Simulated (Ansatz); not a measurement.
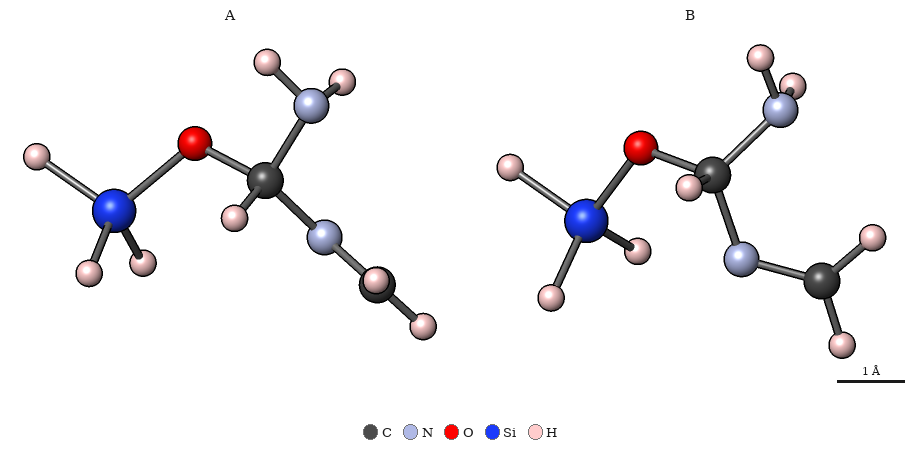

Two geometries of C2H8N2OSi, drawn at one scale. One is the start of a relaxation, the other its converged end. The picture is a ball-and-stick view, seen from a free direction.

Computed with Ansatz, RKS PBE0-D4/def2-SVP. Settings: no spin polarisation; force threshold 0.02 eV/Å; at most 50 steps.

Which of the two is the end point?

Structure B is the relaxed one. The run prepares an end point of a later path (hydrogen shift) calculation, from a guessed geometry. The energy falls by 20.6 kcal/mol in 18 accepted moves (23 points after the start). The largest force component goes from 5.3 to 0.014 eV/Å. The line search rejected the trial steps at points 2, 10, 15, 17, 19 of the run. The atom that moves furthest after the best rigid fit is an H atom (1.15 Å). By element the largest moves are H 1.15 Å, N 0.94 Å, C 0.45 Å, O 0.39 Å, Si 0.26 Å. Near-neighbour distances that change, for instance: N–Si 3.258 → 2.713 Å, C–N 1.339 → 1.262 Å, H–N 1.082 → 1.020 Å, H–N 0.960 → 1.017 Å. Bond angles that change, for instance: C–N–H 97.3° → 109.3°, N–C–O 117.4° → 106.6°, N–C–O 105.0° → 112.6°. Groups turn about C–N by about 50°, C–O by about 45°, C–N by about 30°. The run took 54 s on 2 threads of AMD EPYC 9R45 96-Core Processor (Zen 5) (shared host), peak memory 0.35 GiB.
